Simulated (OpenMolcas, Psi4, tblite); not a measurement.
# A ladder of methods for C2H3ClNSi (SMILES C[Si](Cl)C#N)

C2H3ClNSi has 8 atoms, charge 0, and is taken as a doublet. As SMILES, `C[Si](Cl)C#N`. The coordinates come from a PBE0-D4/def2-TZVP relaxation.

Quantity: the dipole moment, in D. The values are calculated.

```json
{"level": "GFN1-xTB", "kind": "semi-empirical", "program": "tblite", "value (D)": "4.15", "CPU time": "under 2 s"}
{"level": "UHF/def2-SVP", "kind": "Hartree–Fock", "program": "OpenMolcas", "value (D)": "3.77", "CPU time": "13 s"}
{"level": "USVWN5/def2-SVP", "kind": "LDA", "program": "OpenMolcas", "value (D)": "3.68", "CPU time": "36 s"}
{"level": "UBLYP/def2-SVP", "kind": "GGA", "program": "OpenMolcas", "value (D)": "3.53", "CPU time": "55 s"}
{"level": "UPBE/def2-SVP", "kind": "GGA", "program": "OpenMolcas", "value (D)": "3.57", "CPU time": "57 s"}
{"level": "U-r2SCAN/def2-SVP", "kind": "meta-GGA", "program": "OpenMolcas", "value (D)": "3.68", "CPU time": "77 s"}
{"level": "UPBE0/def2-SVP", "kind": "global hybrid", "program": "OpenMolcas", "value (D)": "3.66", "CPU time": "60 s"}
{"level": "UCAM-B3LYP/def2-SVP (density fitting)", "kind": "range-separated hybrid", "program": "Psi4", "value (D)": "3.61", "CPU time": "18 s"}
```

The values span 3.53 to 4.15 D. Magnitudes only. Times are those of the runs behind each value, whatever else they computed, on shared processors of several kinds: orders of magnitude only.

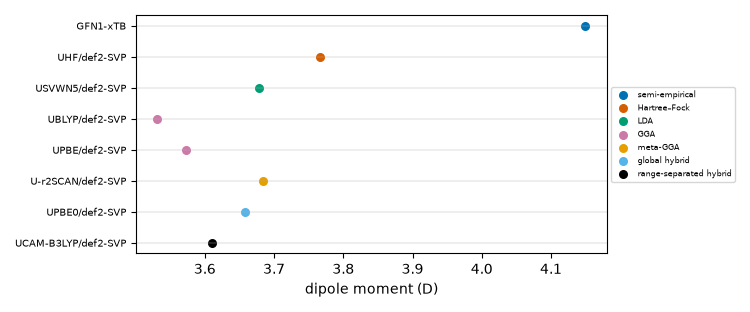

The values of the table, level by level.
